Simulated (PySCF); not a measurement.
# CH5AsSi (SMILES C1[SiH2][AsH]1): levels of theory compared

We compute a comparison of 4 runs (HF/STO-3G, PBE0/pcseg-1, PBE0/def2-SVP, wB97X/aug-cc-pVDZ) of CH5AsSi. Input form: a Python script.

Program for the calculation: PySCF 2.14.0.

1 further run of the same task is left out (set aside as unsound or not needed).

### Step 1. The molecule

The species is CH5AsSi (8 atoms), meant as a singlet with charge 0. As SMILES, `C1[SiH2][AsH]1`. The coordinates come from a PBE0-D4/def2-TZVP relaxation.

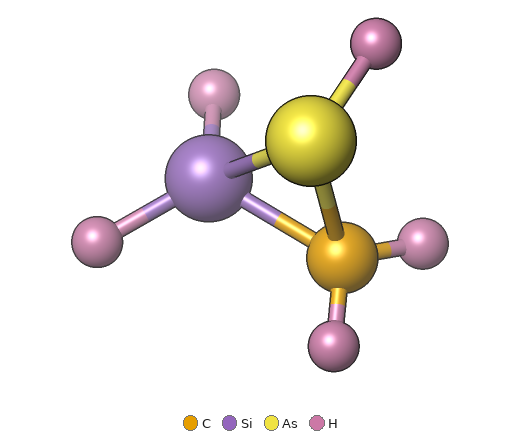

The structure, seen from a chosen angle (carbon amber, silicon purple, arsenic yellow, hydrogen pink).

### Step 2. Energy and forces at HF/STO-3G (run 1)

calc.py reads:

```python
import pyscf.grad
from pyscf import gto

mol = gto.M(
    atom='''
C     -1.455656     0.033826    -1.088482
Si     1.337548     1.253077     0.596587
As    -1.016862    -2.121596     2.092305
H     -1.260825    -0.990216    -2.852164
H     -3.194960     1.118340    -0.987004
H      1.098498     3.730130     1.871774
H      3.856553     0.798031    -0.523643
H      0.809559    -3.929497     0.785370
''',
    spin=0,
    max_memory=1860,
    verbose=4,
    basis='sto-3g',
    unit='bohr',
)

calc0 = mol.RHF()
calc0.conv_tol = 1e-10
calc0.kernel()
if not calc0.converged:
    calc0 = calc0.newton().run(calc0.mo_coeff, calc0.mo_occ)

etot = calc0.e_tot
print('Final energy', etot)
grad = calc0.Gradients().kernel()
calc0.analyze()
```

Launch:

```bash
$ OMP_NUM_THREADS=1 python calc.py
```

What it wrote:

```text
PySCF version 2.14.0

[... 78 lines left out ...]
One-electron Energy =                -4042.535773395290562
[... 9 lines left out ...]
MO #5   energy= -49.2988192193208  occ= 2
[... 7 lines left out ...]
MO #13  energy= -3.985445338442    occ= 2
[... 7 lines left out ...]
MO #21  energy= -0.902557104520272 occ= 2
[... 7 lines left out ...]
MO #29  energy= -0.235342546997897 occ= 2
[... 7 lines left out ...]
MO #37  energy= 0.790062327011894  occ= 0
[... 48 lines left out ...]
Dipole moment(X, Y, Z, Debye):  1.28903,  0.91042, -0.67327
```

Run time: 5.1 s. Hardware: 1 thread of Intel Xeon at 2.50GHz (Skylake/Cascade Lake), shared host; peak memory 0.12 GiB.

### Step 3. Energy and gradient at PBE0/pcseg-1 (run 2)

input.py reads:

```python
# C1[SiH2][AsH]1
import pyscf.grad
from pyscf import gto, dft

molecule = gto.M(
    atom='''
C     -0.770300     0.017900    -0.576000
Si     0.707800     0.663100     0.315700
As    -0.538100    -1.122700     1.107200
H     -0.667200    -0.524000    -1.509300
H     -1.690700     0.591800    -0.522300
H      0.581300     1.973900     0.990500
H      2.040800     0.422300    -0.277100
H      0.428400    -2.079400     0.415600
''',
    max_memory=1860,
    spin=0,
    basis='pcseg-1',
    verbose=3,
)

ks = dft.RKS(molecule)
ks.xc = 'pbe0'
ks.grids.level = 5
ks.conv_tol = 1e-10
ks.kernel()
if not ks.converged:
    ks = ks.newton().run(ks.mo_coeff, ks.mo_occ)

etot = ks.e_tot
print('E(%s) = %.9f' % ('PBE0', etot))
grad = ks.Gradients().kernel()
dip = ks.dip_moment()
pop, q = ks.mulliken_pop()
```

Launch:

```bash
$ OMP_NUM_THREADS=1 python input.py
```

What it wrote:

```text
converged SCF energy = -2565.73314206477
[... 9 lines left out ...]
Dipole moment(X, Y, Z, Debye):  0.38705,  0.53706, -0.89178
[... 93 lines left out ...]
charge of    7H =      0.08658
```

Wall time 76 s (1 thread of Intel Xeon at 2.50GHz (Skylake/Cascade Lake), shared host); peak memory 0.82 GiB.

Run 3 isn't shown in full; the table further down has it.

### Step 4. Energy and gradient at wB97X/aug-cc-pVDZ (run 4)

input.py reads:

```python
from pyscf import gto, dft

mol = gto.Mole()
mol.atom = '''
C     -0.770300     0.017900    -0.576000
Si     0.707800     0.663100     0.315700
As    -0.538100    -1.122700     1.107200
H     -0.667200    -0.524000    -1.509300
H     -1.690700     0.591800    -0.522300
H      0.581300     1.973900     0.990500
H      2.040800     0.422300    -0.277100
H      0.428400    -2.079400     0.415600
'''
mol.basis = 'aug-cc-pvdz'
mol.max_memory = 1860
mol.verbose = 4
mol.build()

calc0 = dft.RKS(mol, xc='wb97x')
calc0.conv_tol = 1e-10
calc0.grids.level = 5
calc0.kernel()
if not calc0.converged:
    calc0 = calc0.newton().run(calc0.mo_coeff, calc0.mo_occ)

e_tot = calc0.e_tot
print('E(%s) = %.9f' % ('WB97X', e_tot))
grad = calc0.nuc_grad_method().kernel()
dip = calc0.dip_moment()
pop, q = calc0.mulliken_pop()
```

Launch:

```bash
$ OMP_NUM_THREADS=1 python input.py
```

What it wrote:

```text
PySCF version 2.14.0

[... 77 lines left out ...]
converged SCF energy = -2566.44743305352
[... 13 lines left out ...]
Dipole moment(X, Y, Z, Debye):  0.32207,  0.52765, -0.80189
[... 140 lines left out ...]
charge of    7H =      0.13096
```

Run time: 4.6 min. Hardware: 1 thread of Intel Xeon at 2.50GHz (Skylake/Cascade Lake), shared host; peak memory 1.4 GiB.

### Step 5. Overview of the runs

| run | level | integration grid | energy (Eh) | dipole moment (D) | HOMO energy (eV) | LUMO energy (eV) | wall time |
| --- | --- | --- | --- | --- | --- | --- | --- |
| 1 | HF/STO-3G | – | -2535.172706 | 1.72 | -6.40 | 8.08 | 5.1 s |
| 2 | PBE0/pcseg-1 | 5 | -2565.733142 | 1.11 | -6.96 | -0.29 | 76 s |
| 3 | PBE0/def2-SVP | 5 | -2565.615047 | 0.99 | -6.90 | -0.12 | 55 s |
| 4 | wB97X/aug-cc-pVDZ | 5 | -2566.447433 | 1.01 | -9.03 | 1.06 | 4.6 min |

### Step 6. Outcome

| quantity | value |
| --- | --- |
| run 4: total energy | -2566.44743 Eh |
| run 4: dipole moment | 1.01 D |
| run 4: HOMO energy | -9.03 eV |
| run 4: LUMO energy | 1.06 eV |
| run 4: HOMO–LUMO gap | 10.09 eV |
| run 4: largest force on an atom | 0.248 eV/Å |

**Reading.** The dipole moment (its size) runs from 0.99 D (PBE0/def2-SVP) to 1.72 D (HF/STO-3G). The two ends differ in method and basis. The HOMO–LUMO gap runs from 6.68 eV (PBE0/pcseg-1) to 14.48 eV (HF/STO-3G). Totals of different functionals can't be ranked against each other. In run 1 the basis is minimal, so the values are rough. All runs together took 6.9 min, the longest 4.6 min.
